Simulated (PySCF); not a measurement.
**H2S2 (SMILES SS): M06-2X/STO-3G**

What is the vertical ionisation energy of H2S2 at M06-2X/STO-3G? The job is set up through a Python script.

The results are computed with PySCF 2.14.0.

11 further runs of the same task are left out: 11 set aside as unsound or not needed.

## 1. Starting point

The species is H2S2 (4 atoms), meant as a singlet with charge 0. SMILES: `SS`. Geometry: relaxed at PBE0-D4/def2-TZVP.

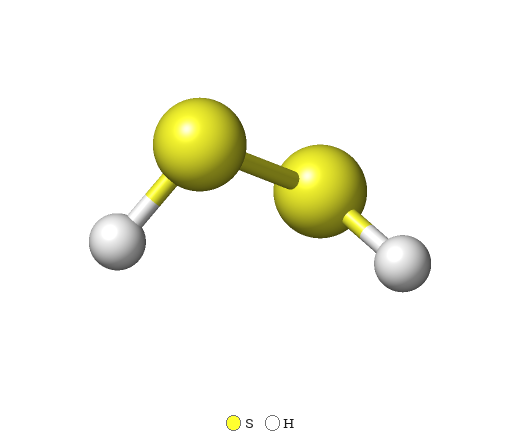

The structure, seen from a chosen angle (sulfur yellow, hydrogen white).

## 2. A single-point energy at M06-2X/STO-3G

Contents of geometry.xyz:

```xyz
4

S      0.784480    -0.789210     0.166690
S      0.060220     1.121560     0.067360
H     -0.225420    -1.352590     0.856880
H     -0.619290     1.020250    -1.090950
```

Contents of input.py:

```python
from pyscf import gto, dft

molecule = gto.M(
    atom='geometry.xyz',
    verbose=3,
    spin=0,
    basis='sto-3g',
    max_memory=1860,
)

myscf = dft.RKS(molecule)
myscf.xc = 'm06-2x'
myscf.grids.level = 5
myscf.conv_tol = 1e-10
myscf.kernel()
if not myscf.converged:
    myscf = myscf.newton().run(myscf.mo_coeff, myscf.mo_occ)

energy = myscf.e_tot
print('E = %.10f Eh' % energy)
```

Launch:

```bash
$ OMP_NUM_THREADS=1 python input.py
```

The log of the run:

```text
converged SCF energy = -788.753446150133
E = -788.7534461501 Eh
```

Run time: 2.8 s. Hardware: 1 thread of Arm Neoverse V1, shared host; peak memory 0.2 GiB.

## 3. The doublet cation at the same level

Contents of run.py:

```python
from pyscf import gto, dft

mol = gto.M(
    atom='S 0.784480 -0.789210 0.166690; S 0.060220 1.121560 0.067360; H -0.225420 -1.352590 0.856880; H -0.619290 1.020250 -1.090950',
    spin=1,
    charge=1,
    basis='sto-3g',
    max_memory=1860,
    verbose=3,
)

ks = dft.UKS(mol, xc='m06-2x')
ks.conv_tol = 1e-10
ks.grids.level = 5
ks.kernel()
if not ks.converged:
    ks = ks.newton().run(ks.mo_coeff, ks.mo_occ)

etot = ks.e_tot
print('E(%s) = %.9f' % ('M06-2X', etot))
```

Launch:

```bash
$ OMP_NUM_THREADS=1 python run.py
```

The log of the run:

```text
WARN: HOMO -0.253070208738598 >= LUMO -0.253070208738596

converged SCF energy = -788.480144413895  <S^2> = 0.75364115  2S+1 = 2.0036378
E(M06-2X) = -788.480144414
```

Wall time 7.8 s (1 thread of Arm Neoverse V1, shared host); peak memory 0.21 GiB.

## 4. Summary of results

At M06-2X/STO-3G:

| quantity | value |
| --- | --- |
| singlet H2S2: total energy | -788.75345 Eh |
| singlet H2S2: dipole moment | 1.11 D |
| singlet H2S2: HOMO energy | -5.25 eV |
| singlet H2S2: LUMO energy | 5.51 eV |
| singlet H2S2: HOMO–LUMO gap | 10.76 eV |
| doublet cation: total energy | -788.48014 Eh |
| doublet cation: HOMO energy (highest over α and β) | -13.28 eV |
| doublet cation: LUMO energy (lowest over α and β) | -9.61 eV |
| doublet cation: ⟨S²⟩ | 0.754 |
| vertical ionisation energy (to the doublet cation) | 7.437 eV |

What this shows: The vertical ionisation energy comes to 7.44 eV (718 kJ/mol). The negative HOMO energy of the first species, 5.25 eV, lies 2.19 eV below that difference. In a minimal basis such a difference can be off by several eV, whatever the method.
